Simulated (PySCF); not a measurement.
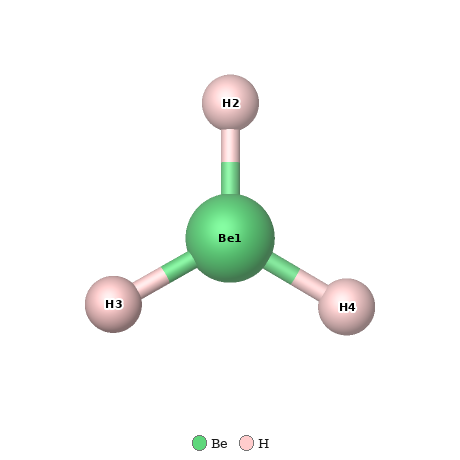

Rigid scan of BeH₃⁻, singlet, from a minimum of the shape that electron-pair counting expects: all bonds to atom 1 scaled (atom 1 is the central atom). PBE0/def2-TZVPD, PySCF, restricted determinant, no spin-orbit coupling; energies counted from the minimum. Splines pass through the computed points.

What does it cost to go to either end of the scan?

Answer. 55.6 kJ/mol at 0.88 and 209.8 kJ/mol at 1.35.

What values does the calculation give?

Answer. In kJ/mol:
```csv
scale of the bond length,PBE0
0.88,55.6
0.92,22.8
0.96,5.3
1.00,0.0
1.04,4.6
1.08,17.0
1.14,46.8
1.22,101.4
1.35,209.8
```

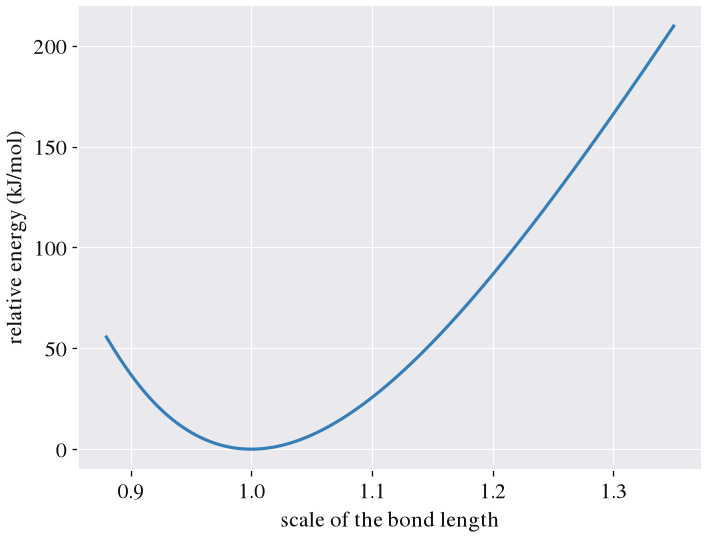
